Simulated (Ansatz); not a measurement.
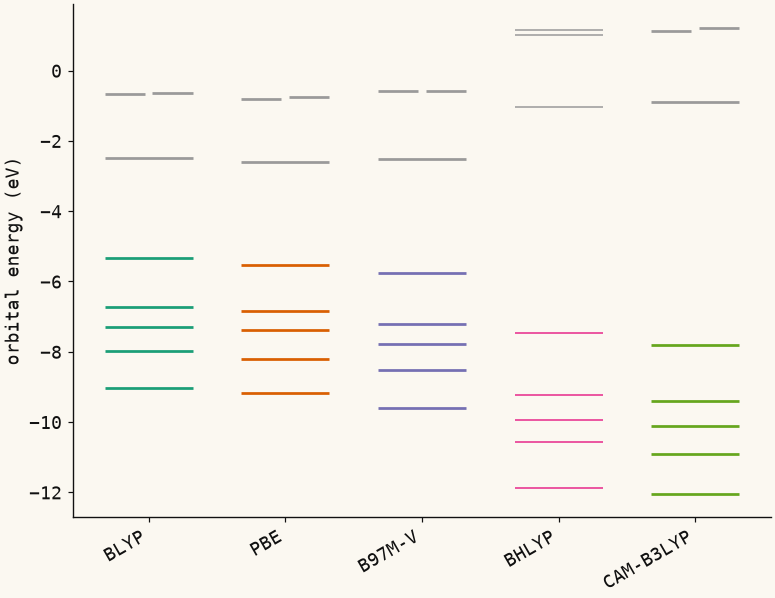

Frontier orbital energies of C₂H₅AlS (enethiol tautomer), SMILES C=[C]([AlH2])S, singlet at one geometry, def2-TZVPP, the Ansatz code, at a PBE0-D4/def2-TZVP geometry (a minimum by its frequencies). Empty levels are grey, levels within 0.1 eV stand side by side; all columns show the same few orbitals around the gap.

> How do the frontier levels move from column to column?

The separation grows from 2.86 eV (BLYP) to 6.91 eV (CAM-B3LYP).

| level | HOMO (eV) | LUMO (eV) | separation (eV) |
| --- | --- | --- | --- |
| BLYP | −5.34 | −2.48 | 2.86 |
| PBE | −5.52 | −2.61 | 2.91 |
| B97M-V | −5.77 | −2.53 | 3.24 |
| BHLYP | −7.45 | −1.02 | 6.43 |
| CAM-B3LYP | −7.80 | −0.89 | 6.91 |

Limits of at least one run: empty levels above zero depend strongly on the basis.
